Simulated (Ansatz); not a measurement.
BH₃SClOF: geometry relaxation

The run: geometry relaxation of BH₃SClOF. Method and program: RKS PBE/def2-SVP (Ansatz 0.2.0).

The input holds or restrains some coordinates. Forces given for the steps count only the free coordinates. It belongs to a series of runs on one base structure; here: pulled along the bonds that form and break, towards end B.

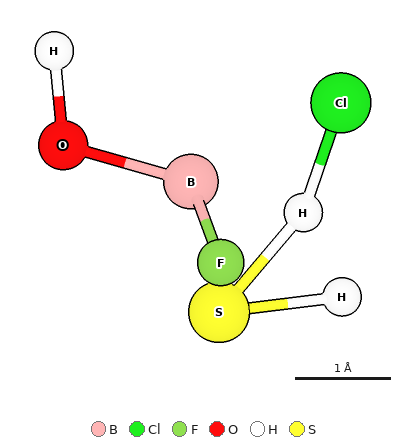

*The input geometry (ball-and-stick view, seen at a tilt).*

Bond lengths as drawn: B–F 1.32 Å, B–O 1.41 Å, Cl–H 1.34 Å, H–O 1.01 Å and H–S 1.38 to 1.40 Å.

**Results in brief**

| quantity | value |
| --- | --- |
| outcome | converged under the restraints of the input |
| total energy | −28823.9395 eV |
| mean-field energy | −28823.9395 eV |
| largest force (length of the vector) at the end, held atoms and coordinates included | 0.823 eV/Å |
| hardware | 2 threads of Arm Neoverse V1, 24 GiB of memory available, shared host |
| wall time | 28 s (CPU time 54 s) |
| peak memory | 0.17 GiB |

**Input file**
```yaml
crystal:
  periodic: [false, false, false]
  atoms:
    - { symbol: B, position_ang: [0.0, 0.0, 0.0] }
    - { symbol: Cl, position_ang: [0.0, 0.0, 2.21] }
    - { symbol: F, position_ang: [1.1431, 0.0, -0.66] }
    - { symbol: O, position_ang: [-1.2211, 0.0, -0.705] }
    - { symbol: H, position_ang: [-1.7308, -0.8467, -0.4965] }
    - { symbol: S, position_ang: [0.0982, 2.076, 0.6906] }
    - { symbol: H, position_ang: [0.6507, 2.1151, 1.9763] }
    - { symbol: H, position_ang: [0.0608, 1.2857, 1.8263] }
basis:
  gaussian: { orbitals: def2-SVP }
hamiltonian:
  xc: pbe
relax:
  f_tol: 0.15
  max_steps: 25
  restrain:
    - { distance: [0, 5], at: 1.89, k: 30.0 }
    - { distance: [7, 1], at: 1.37, k: 30.0 }
    - { distance: [0, 1], at: 3.06, k: 30.0 }
    - { distance: [7, 5], at: 2.6, k: 30.0 }
output:
  orbitals: {}
```

Launch command:
```bash
ansatz run input.yaml --threads 2 --pin off --max-ram 3072MiB --backend cpu --events-out ev --progress --plain --runs-dir out
```

**The program's output**
```
The last accepted step is kept in [file] (removed where the run ends without a failure and the disk answers)
Engine: ansatz 0.2.0, aarch64-unknown-linux-gnu
Functional definition: PBE
  parameter kappa = 0.804
  parameter beta = 0.06672455060314922
  exchange = pbe_x(kappa = kappa, mu = beta*pi^2/3)
  correlation = pbe_c(beta = beta)
1019 factors; their error is unknown
mean field evaluation 1: about -28813.5517 eV, gradient 5.6e1 eV
mean field evaluation 2: about -28777.6152 eV, gradient 1.4e2 eV
mean field evaluation 4: about -28818.8951 eV, gradient 1.1e1 eV
mean field evaluation 8: about -28819.0835 eV, gradient 2.3e-1 eV
mean field evaluation 16: about -28819.0327 eV, gradient 1.6e-4 eV
mean field -28819.03265346 eV, -1059.0799157726 hartree, gradient 4.3e-5 eV, S^2 0.000000; 0 other end points of the search recorded, 0 dependent functions left out
the calculation of the forces begins
reference -28819.03268101 eV, -1059.0799167851 hartree; 29, 29 occupied and 64, 64 virtual orbitals, 1019 factors
relax step   1: F+E_penalty+E_count = -28819.03265346 eV  Δ(F+E_penalty+E_count) = +0.000e0 eV  max|allowed force component| = 8.304e0 eV/Å  E_restraint = 34.37432780 eV  max|allowed force component, restraints' pulls added| = 3.686e1 eV/Å  Δτ_max = 0.0000 Å  (27 SCF iters, accepted)
  distance B 0 - S 5 = 2.1901 Å
  distance H 7 - Cl 1 = 1.3431 Å
  distance B 0 - Cl 1 = 2.2100 Å
  distance H 7 - S 5 = 1.3841 Å
these checks for a lower state are left out or cut short: starts, cluster_reference, orbital_swaps, neighbouring_geometries, increment
1019 factors; their error is unknown
mean field -28820.88107389 eV, -1059.1478439705 hartree, gradient 1.2e-5 eV, S^2 0.000000; 0 other end points of the search recorded, 0 dependent functions left out
[... from here on the field's lines of each further geometry are left out, up to the last ...]
relax step   2: F+E_penalty+E_count = -28820.88107389 eV  Δ(F+E_penalty+E_count) = -1.848e0 eV  max|allowed force component| = 4.064e0 eV/Å  E_restraint = 17.56760847 eV  max|allowed force component, restraints' pulls added| = 2.387e1 eV/Å  Δτ_max = 0.1949 Å  (33 SCF iters, accepted)
relax step   3: F+E_penalty+E_count = -28821.62170556 eV  Δ(F+E_penalty+E_count) = -7.406e-1 eV  max|allowed force component| = 3.362e0 eV/Å  E_restraint = 5.97357853 eV  max|allowed force component, restraints' pulls added| = 1.314e1 eV/Å  Δτ_max = 0.1948 Å  (32 SCF iters, accepted)
relax step   4: F+E_penalty+E_count = -28822.17544849 eV  Δ(F+E_penalty+E_count) = -5.537e-1 eV  max|allowed force component| = 3.338e0 eV/Å  E_restraint = 0.89289998 eV  max|allowed force component, restraints' pulls added| = 5.278e0 eV/Å  Δτ_max = 0.1946 Å  (33 SCF iters, accepted)
relax step   5: F+E_penalty+E_count = -28822.89741367 eV  Δ(F+E_penalty+E_count) = -7.220e-1 eV  max|allowed force component| = 1.967e0 eV/Å  E_restraint = 0.03654938 eV  max|allowed force component, restraints' pulls added| = 1.967e0 eV/Å  Δτ_max = 0.1901 Å  (33 SCF iters, accepted)
relax step   6: F+E_penalty+E_count = -28823.27413815 eV  Δ(F+E_penalty+E_count) = -3.767e-1 eV  max|allowed force component| = 1.830e0 eV/Å  E_restraint = 0.01366358 eV  max|allowed force component, restraints' pulls added| = 1.830e0 eV/Å  Δτ_max = 0.1944 Å  (30 SCF iters, accepted)
relax step   7: F+E_penalty+E_count = -28823.53157180 eV  Δ(F+E_penalty+E_count) = -2.574e-1 eV  max|allowed force component| = 1.105e0 eV/Å  E_restraint = 0.01450518 eV  max|allowed force component, restraints' pulls added| = 9.565e-1 eV/Å  Δτ_max = 0.1950 Å  (30 SCF iters, accepted)
relax step   8: F+E_penalty+E_count = -28823.70095870 eV  Δ(F+E_penalty+E_count) = -1.694e-1 eV  max|allowed force component| = 1.123e0 eV/Å  E_restraint = 0.00843264 eV  max|allowed force component, restraints' pulls added| = 1.123e0 eV/Å  Δτ_max = 0.1955 Å  (29 SCF iters, accepted)
relax step   9: F+E_penalty+E_count = -28823.82261859 eV  Δ(F+E_penalty+E_count) = -1.217e-1 eV  max|allowed force component| = 9.312e-1 eV/Å  E_restraint = 0.01167491 eV  max|allowed force component, restraints' pulls added| = 9.312e-1 eV/Å  Δτ_max = 0.1950 Å  (30 SCF iters, accepted)
relax step  10: F+E_penalty+E_count = -28823.90483710 eV  Δ(F+E_penalty+E_count) = -8.222e-2 eV  max|allowed force component| = 8.470e-1 eV/Å  E_restraint = 0.01470347 eV  max|allowed force component, restraints' pulls added| = 2.562e-1 eV/Å  Δτ_max = 0.1999 Å  (29 SCF iters, accepted)
relax step  11: F+E_penalty+E_count = -28823.93764585 eV  Δ(F+E_penalty+E_count) = -3.281e-2 eV  max|allowed force component| = 7.494e-1 eV/Å  E_restraint = 0.01917111 eV  max|allowed force component, restraints' pulls added| = 1.302e-1 eV/Å  Δτ_max = 0.2000 Å  (27 SCF iters, accepted)
relax step  12: F+E_penalty+E_count = -28823.92674122 eV  Δ(F+E_penalty+E_count) = +1.090e-2 eV  max|allowed force component| = 1.064e0 eV/Å  E_restraint = 0.01104063 eV  max|allowed force component, restraints' pulls added| = 7.967e-1 eV/Å  Δτ_max = 0.1736 Å  (28 SCF iters, rejected (line search))
the calculation of the forces begins
reference -28823.93949830 eV, -1059.2602389945 hartree; 29, 29 occupied and 64, 64 virtual orbitals, 1019 factors
relax step  13: F+E_penalty+E_count = -28823.93946840 eV  Δ(F+E_penalty+E_count) = -1.823e-3 eV  max|allowed force component| = 8.168e-1 eV/Å  E_restraint = 0.01560841 eV  max|allowed force component, restraints' pulls added| = 1.485e-1 eV/Å  Δτ_max = 0.0847 Å  (25 SCF iters, accepted)
```

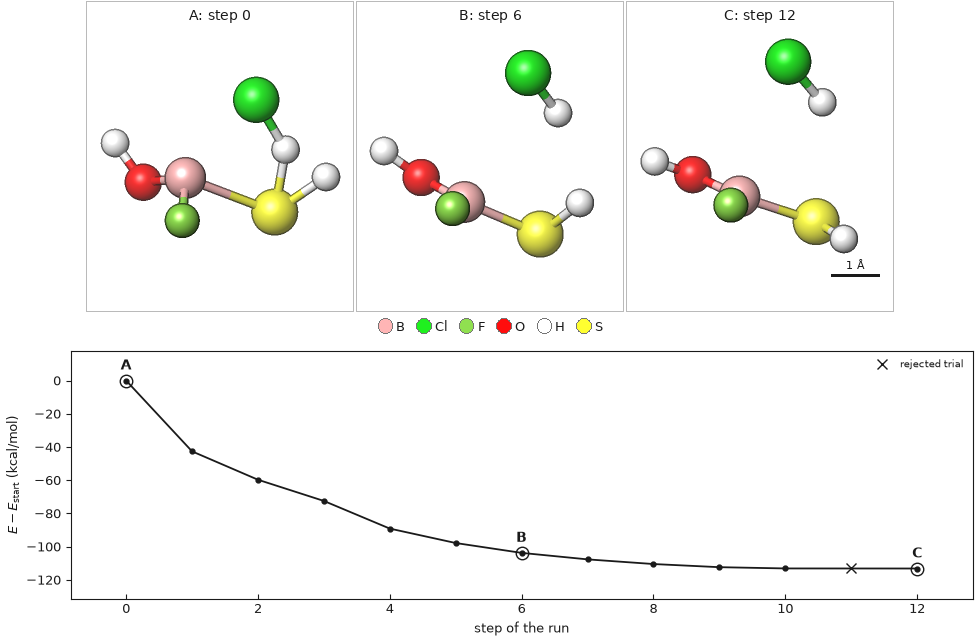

*Frames of the restrained relaxation (ball-and-stick view, seen at a tilt) above the curves, on which the letters mark them (the first geometry is step 0 here and step 1 in the log).*

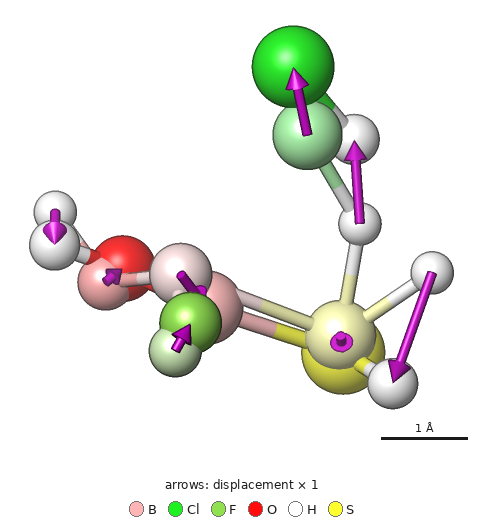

*Start (faint) and end (solid) with the displacements as pink arrows, at true length (ball-and-stick view, seen at a tilt). The two geometries are laid on each other by the best rigid fit.*

Over 12 geometry steps the energy falls by 113.2 kcal/mol. The largest force component goes from 8.3 to 0.82 eV/Å. The line search rejected the trial step at point 11 (counted from 0) and went back. H7 moves most after the best rigid fit: 1.42 Å. Largest moves by element: H 1.42 Å, Cl 0.83 Å, B 0.63 Å, S 0.37 Å, F 0.37 Å, O 0.28 Å. Among the contacts that change: S6–H8 1.384 → 2.594 Å, B1–S6 2.190 → 1.873 Å, B1–O4 1.410 → 1.354 Å, S6–H7 1.400 → 1.363 Å. Bonds break: S6–H8 (1.38 → 2.59 Å). Among the angles that change: F3–B1–S6 96.8° → 119.9°, B1–S6–H7 109.5° → 93.9°, O4–B1–S6 101.3° → 116.9°. (Atoms are counted from 1 in the order of the input.)

```
  distance B 0 - S 5 = 1.8733 Å
  distance H 7 - Cl 1 = 1.3437 Å
  distance B 0 - Cl 1 = 3.0663 Å
  distance H 7 - S 5 = 2.5943 Å
1019 factors; their error is unknown
mean field -28823.93946840 eV, -1059.2602378957 hartree, gradient 8.8e-5 eV, S^2 0.000000; 1 other end points of the search recorded, 0 dependent functions left out
the calculation of the forces begins
reference -28823.93949830 eV, -1059.2602389945 hartree; 29, 29 occupied and 64, 64 virtual orbitals, 1019 factors
Total energy: -28823.93949830 eV, -1059.2602389945 hartree
Atom 0 at    -0.113232     0.583609    -0.105400 Å, force    -0.009377     0.562952    -0.062074 eV/Å
Atom 1 at    -0.213118    -0.567339     2.734933 Å, force    -0.089927     0.816761     0.053589 eV/Å
Atom 2 at     1.034296    -0.087632    -0.283458 Å, force    -0.013160    -0.003577    -0.002328 eV/Å
Atom 3 at    -1.323201     0.075681    -0.438335 Å, force     0.036896    -0.001181     0.006126 eV/Å
Atom 4 at    -1.267837    -0.858341    -0.714921 Å, force     0.010205     0.013109     0.016223 eV/Å
Atom 5 at    -0.073289     2.360370     0.486862 Å, force     0.004819    -0.577002    -0.028818 eV/Å
Atom 6 at     1.278982     2.371165     0.654317 Å, force    -0.025983     0.005610    -0.014645 eV/Å
Atom 7 at    -0.321701     0.752588     2.507702 Å, force     0.086527    -0.816671     0.031927 eV/Å
Dipole moment:     0.073255    -0.058624    -0.161803 e Å
```

**Trajectory as extended XYZ (Å, eV, eV/Å), 13 frames, from step=1 to step=13**
```
8
Properties=species:S:1:pos:R:3:forces:R:3 step=1 energy=-28819.03265
B     0.0000    0.0000    0.0000   -0.9337   3.9962  -0.1313
Cl    0.0000    0.0000    2.2100   -0.3890  -8.3037   2.4242
F     1.1431    0.0000   -0.6600    0.7982  -1.8247   0.1075
O    -1.2211    0.0000   -0.7050    0.4269  -2.4913   1.7621
H    -1.7308   -0.8467   -0.4965    0.4436   1.2791  -0.4025
S     0.0982    2.0760    0.6906    0.0542   5.5624  -4.0906
H     0.6507    2.1151    1.9763    1.5090   1.8256  -1.1208
H     0.0608    1.2857    1.8263   -1.9093  -0.0435   1.4515
8
Properties=species:S:1:pos:R:3:forces:R:3 step=2 energy=-28820.88107
B    -0.0024    0.1050   -0.0979   -0.8919   4.0643   0.0921
Cl   -0.0035   -0.0795    2.3880   -0.1691  -3.3030   0.9897
F     1.1620   -0.0182   -0.6767    0.8937  -1.8483  -0.1928
O    -1.2307   -0.0110   -0.7153    0.2719  -1.8497   1.1486
H    -1.7264   -0.8433   -0.4940    0.3277   0.7286  -0.3468
S     0.1119    2.1431    0.5372    0.2848   1.2375   0.5581
H     0.6524    2.1311    1.9338    0.3178   1.0069  -2.4085
H     0.0375    1.2028    1.9666   -1.0350  -0.0363   0.1596
8
Properties=species:S:1:pos:R:3:forces:R:3 step=3 energy=-28821.62171
B    -0.0064    0.2370   -0.2046   -0.5688   3.3621   0.1468
Cl   -0.0044   -0.1394    2.5316   -0.0979  -1.6417   0.6258
F     1.1756   -0.0430   -0.6833    0.6977  -1.7649  -0.2334
O    -1.2361   -0.0243   -0.7152    0.1418  -0.9191   0.5805
H    -1.7208   -0.8428   -0.4935    0.2591   0.1183  -0.2129
S     0.1301    2.1875    0.3757    0.4016   0.1410   2.3666
H     0.6442    2.1356    1.8895   -0.3200   0.5957  -3.2111
H     0.0188    1.1194    2.1416   -0.5136   0.1087  -0.0624
8
Properties=species:S:1:pos:R:3:forces:R:3 step=4 energy=-28822.17545
B    -0.0073    0.3735   -0.2946   -0.0756   1.4012  -0.1296
Cl   -0.0048   -0.2167    2.6307   -0.0375  -0.6439   0.3592
F     1.1815   -0.0836   -0.6767   -0.2002  -1.0805   0.0847
O    -1.2376   -0.0279   -0.7048    0.3984   0.1489   0.4136
H    -1.7072   -0.8471   -0.4938    0.3468  -0.2294  -0.1148
S     0.1507    2.2280    0.2564    0.3662   0.2528   2.7595
H     0.6278    2.1434    1.7987   -0.4921   0.2649  -3.3376
H    -0.0022    1.0605    2.3259   -0.3060  -0.1138  -0.0350
8
Properties=species:S:1:pos:R:3:forces:R:3 step=5 energy=-28822.89741
B    -0.0017    0.4641   -0.3142    0.2422   0.1034  -0.1695
Cl   -0.0036   -0.3055    2.6575   -0.0196   0.6602   0.0970
F     1.1584   -0.1319   -0.6420   -0.4520  -0.3426   0.2710
O    -1.2282    0.0072   -0.6595   -0.0990   0.3810   0.4040
H    -1.6578   -0.8503   -0.5031    0.6178  -0.0305  -0.1981
S     0.1587    2.2786    0.2353    0.0855   0.2645   1.4342
H     0.6186    2.1466    1.6088   -0.1606   0.0195  -1.9666
H    -0.0437    1.0213    2.4590   -0.2142  -1.0554   0.1280
8
Properties=species:S:1:pos:R:3:forces:R:3 step=6 energy=-28823.27414
B    -0.0215    0.5154   -0.2690    1.2205   0.3748  -0.2608
Cl    0.0100   -0.3566    2.6784   -0.0990   0.9652  -0.0155
F     1.1072   -0.1531   -0.5678   -0.1174  -0.0846   0.3969
O    -1.2250    0.0624   -0.5770   -1.8298  -0.5732   0.1906
H    -1.5621   -0.8608   -0.5425    0.8043   0.5024  -0.2626
S     0.1075    2.3367    0.2312   -0.1109  -0.0868   0.4497
H     0.7245    2.1245    1.4472    0.2170   0.0314  -0.6542
H    -0.1397    0.9616    2.4412   -0.0847  -1.1292   0.1560
8
Properties=species:S:1:pos:R:3:forces:R:3 step=7 energy=-28823.53157
B    -0.0437    0.5600   -0.2597    0.3996  -0.1506  -0.0569
Cl    0.0188   -0.3801    2.6685   -0.1847   1.0266   0.0117
F     1.0761   -0.1596   -0.4727   -0.2251   0.2168   0.2084
O    -1.2708    0.0754   -0.5109   -0.9565  -0.6220   0.0251
H    -1.4843   -0.8909   -0.6004    0.7714   0.9541  -0.0933
S     0.0486    2.3722    0.2601    0.0855  -0.4154   0.4224
H     0.8834    2.1289    1.3343    0.0612   0.0954  -0.6437
H    -0.2272    0.9241    2.4226    0.0485  -1.1048   0.1263
8
Properties=species:S:1:pos:R:3:forces:R:3 step=8 energy=-28823.70096
B    -0.0748    0.5561   -0.2019    0.0117   0.2340  -0.3213
Cl    0.0151   -0.3863    2.7135   -0.2216   0.9495  -0.0312
F     1.0489   -0.1428   -0.4327   -0.1237   0.0685   0.2234
O    -1.3079    0.0798   -0.4810   -0.4567  -0.9615  -0.1137
H    -1.4127   -0.8905   -0.6943    0.4801   1.1229   0.1387
S    -0.0111    2.3680    0.3037    0.4928  -0.6689   0.7063
H     1.0299    2.1492    1.2065   -0.3130   0.2252  -0.7222
H    -0.2864    0.8965    2.4280    0.1303  -0.9696   0.1199
8
Properties=species:S:1:pos:R:3:forces:R:3 step=9 energy=-28823.82262
B    -0.1049    0.5737   -0.1977    0.0509   0.2198   0.2134
Cl    0.0229   -0.4131    2.7071   -0.3184   0.9011   0.0504
F     1.0223   -0.1418   -0.3477   -0.1440   0.1154  -0.0506
O    -1.3367    0.0766   -0.4618   -0.0809  -0.7663  -0.3432
H    -1.3531   -0.8822   -0.7291    0.1979   0.9312   0.2135
S    -0.0360    2.3636    0.3619    0.3937  -0.5761   0.3447
H     1.1501    2.2013    1.0621   -0.3661   0.1001  -0.5037
H    -0.3638    0.8520    2.4469    0.2668  -0.9253   0.0755
8
Properties=species:S:1:pos:R:3:forces:R:3 step=10 energy=-28823.90484
B    -0.1179    0.5727   -0.1511   -0.0677   0.3747  -0.0601
Cl   -0.0465   -0.4662    2.7365   -0.2445   0.8306   0.0571
F     1.0202   -0.1216   -0.3061   -0.0648   0.0573   0.0180
O    -1.3335    0.0761   -0.4905    0.0157  -0.1191  -0.0090
H    -1.3204   -0.8676   -0.7537    0.1229   0.2562   0.0430
S    -0.0705    2.3564    0.4255    0.1926  -0.6300   0.1066
H     1.2184    2.2578    0.8828   -0.1663   0.0773  -0.1907
H    -0.3490    0.8225    2.4982    0.2122  -0.8470   0.0351
8
Properties=species:S:1:pos:R:3:forces:R:3 step=11 energy=-28823.93765
B    -0.1187    0.5782   -0.1215   -0.0871   0.5396   0.0151
Cl   -0.1369   -0.5309    2.7407   -0.1642   0.7314   0.0882
F     1.0249   -0.1052   -0.2664   -0.0035  -0.0067  -0.0489
O    -1.3289    0.0813   -0.4765    0.0729   0.0084   0.0185
H    -1.2852   -0.8554   -0.7463    0.0349   0.0257   0.0079
S    -0.0791    2.3517    0.4820    0.0356  -0.5759  -0.0594
H     1.2659    2.3343    0.7043   -0.0406   0.0270  -0.0250
H    -0.3411    0.7761    2.5254    0.1520  -0.7494   0.0036
8
Properties=species:S:1:pos:R:3:forces:R:3 step=12 energy=-28823.92674 accepted=F
B    -0.1055    0.5895   -0.0843   -0.0045   0.5958  -0.1925
Cl   -0.2907   -0.6113    2.7405   -0.0135   1.0641  -0.0361
F     1.0468   -0.0655   -0.2967   -0.0431  -0.0194   0.0464
O    -1.3172    0.0718   -0.3971    0.0897  -0.0135   0.0153
H    -1.2533   -0.8594   -0.6829   -0.0084   0.0230   0.0372
S    -0.0669    2.3715    0.4926    0.1460  -0.5917   0.0207
H     1.2983    2.4154    0.5893   -0.1905  -0.0243  -0.0067
H    -0.3106    0.7182    2.4804    0.0244  -1.0340   0.1157
8
Properties=species:S:1:pos:R:3:forces:R:3 step=13 energy=-28823.93947
B    -0.1132    0.5836   -0.1054   -0.0094   0.5630  -0.0621
Cl   -0.2131   -0.5673    2.7349   -0.0899   0.8168   0.0536
F     1.0343   -0.0876   -0.2835   -0.0132  -0.0036  -0.0023
O    -1.3232    0.0757   -0.4383    0.0369  -0.0012   0.0061
H    -1.2678   -0.8583   -0.7149    0.0102   0.0131   0.0162
S    -0.0733    2.3604    0.4869    0.0048  -0.5770  -0.0288
H     1.2790    2.3712    0.6543   -0.0260   0.0056  -0.0146
H    -0.3217    0.7526    2.5077    0.0865  -0.8167   0.0319
```

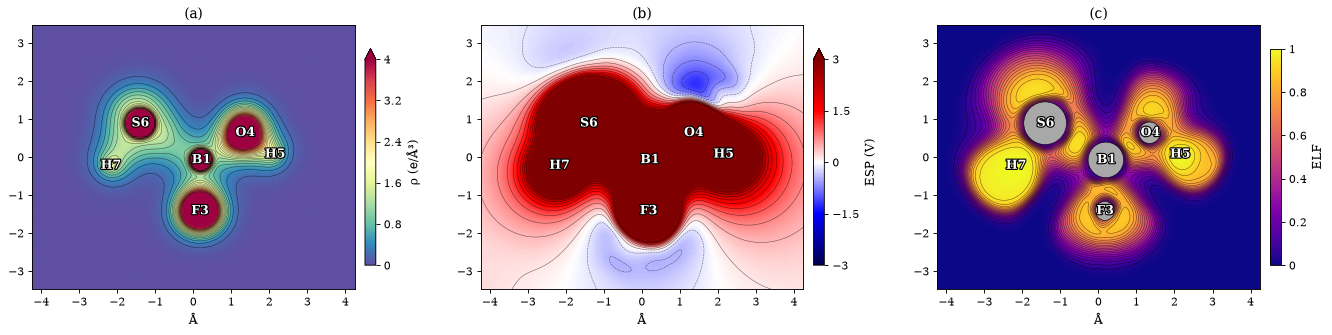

*(a) total electron density; (b) electrostatic potential; (c) electron localisation function on the plane of atoms F3, B1 and O4. Grey discs, where drawn, cover atomic cores.*

The section cuts through B, F, O, H and S sites.

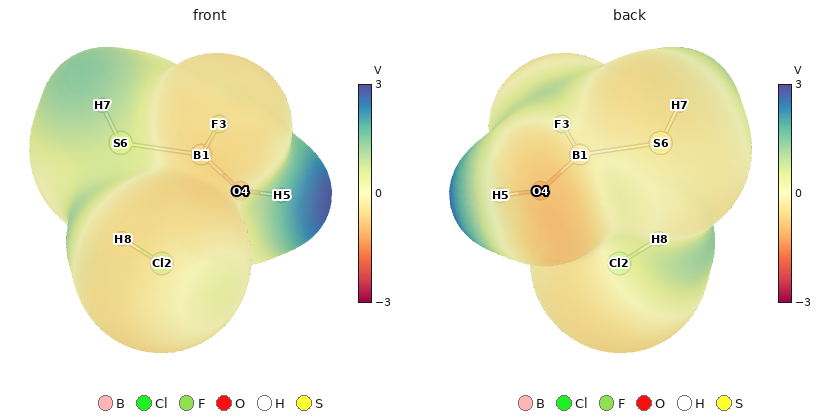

*The electrostatic potential painted on the density surface at 0.002 e/bohr³, seen at a tilt and from behind; red is negative and blue positive.*
